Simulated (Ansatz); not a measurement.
Consider CH$_{4}$AgS (charge +1).

```xyz
7

Ag   -0.2710   -0.1930   -2.6871
C     0.4617    0.2793    0.7698
S    -1.0051    0.1244   -0.2849
H     0.1239    0.2316    1.8041
H     0.8813    1.2646    0.5727
H     1.1941   -0.4958    0.5635
H    -1.3121   -1.1593   -0.0173
```

Geometry: rigid move from PBE0-D4/def2-TZVP; core potentials replace the inner electrons of Ag.

Level of theory: Ansatz, RKS PBE0-D4/def2-TZVPPD.

What will maps of the electron density and electron localisation function show?

Answer. C–S (1.81 Å): the density is about 1.2 e/Å³ at the midpoint; the ELF peaks at about 0.90 between the atoms; localised, covalent bonding.
Ag–S (2.53 Å): ρ at the midpoint is about 0.42 e/Å³; the ELF peaks at about 0.95 in the valence shell of S, 0.9 Å from its nucleus, and is about 0.35 at the midpoint.
C–H (1.09 Å): ρ is about 2.1 e/Å³ halfway; the ELF climbs to about 1 towards the hydrogen, as it does in any bond to H (an ordinary covalent bond to hydrogen).

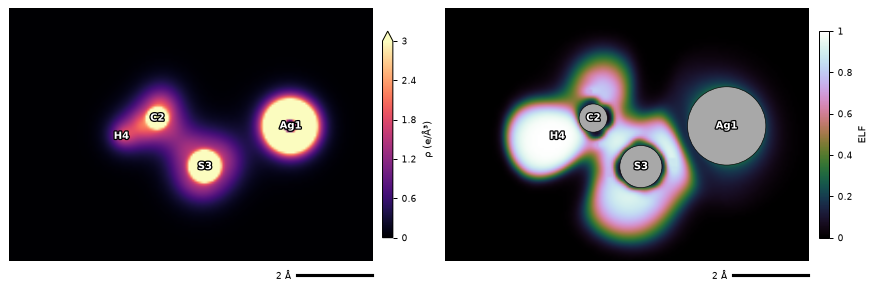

Computed electron density and electron localisation function on the plane of atoms Ag1, S3 and C2, in this order. Grey discs cover the atomic cores in the ELF map. 
